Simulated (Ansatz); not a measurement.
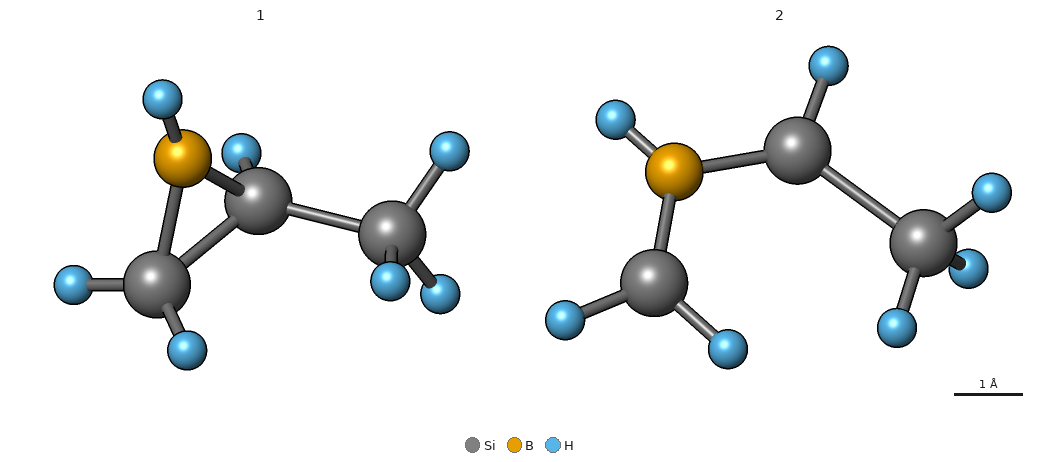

Two geometries of BSi$_{3}$H$_{7}$, drawn at one scale. One is the start of a relaxation, the other its converged end. A ball-and-stick model, seen face on.

All numbers below come from RKS PBE-D4/6-31G in Ansatz 0.2.0. (no spin polarisation; force threshold 0.02 eV/Å; at most 40 steps)

Question: Which geometry has the lower energy?

Answer: Structure 2 is the relaxed one. The run prepares the start of a later molecular dynamics calculation, from a guessed geometry. The atom that moves furthest after the best rigid fit is an H atom (2.24 Å). Largest moves by element: H 2.24 Å, B 1.00 Å, Si 0.83 Å. Some distances before and after: Si–Si 2.128 → 3.201 Å, Si–Si 2.174 → 2.366 Å, B–Si 2.027 → 1.907 Å, H–Si 1.416 → 1.516 Å. Bonds break: Si–Si (2.13 → 3.20 Å). Among the angles between lasting bonds that change: Si–B–Si 64.1° → 113.8°, Si–B–H 150.2° → 122.7°, Si–B–H 145.7° → 123.5°. After 32 accepted moves (34 points after the start) the energy has fallen by 149.8 kJ/mol. Largest force component: 2.1 eV/Å at the start, 0.011 eV/Å at the end. The line search rejected the trial steps at points 12, 27 of the run. Cost: 92 s on 1 thread of Arm Neoverse V1, with other jobs on the host, peak memory 0.11 GiB.
